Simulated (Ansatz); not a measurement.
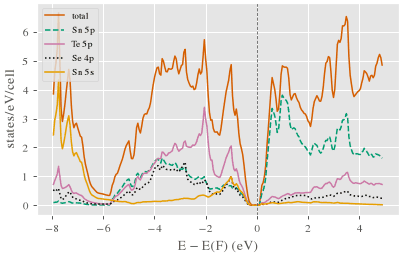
Fig. 1. Total and projected density of states of Sn3Te2Se in space group P-3m1 (No. 164; Sn on 1b, Sn on 2d, Te on 2d, Se on 1a), DFT-PBEsol in the program Ansatz with PAW potentials

Which orbitals carry the states next to the Fermi level?

Within 0.5 eV of the Fermi level: Sn 5p 61 %, Te 5p 13 %, Sn 5s 7 %, Te 5s 7 %, Se 4p 5 %. Projections are on Löwdin-orthogonalised atomic valence shells; empty p or d shells of many metals are not among them.

The first step of the workflow began from a Materials Project structure, measured or hypothetical; the Crystallography Open Database copy checked does not list it. Whether it is the stable phase at ambient conditions was not checked. The cell was relaxed with PBEsol under the symmetry of its start; of distortions, only those at the zone centre were tested. Spin–orbit coupling is left out wherever it is not named.

Potentials: the later of the program's two PAW sets.
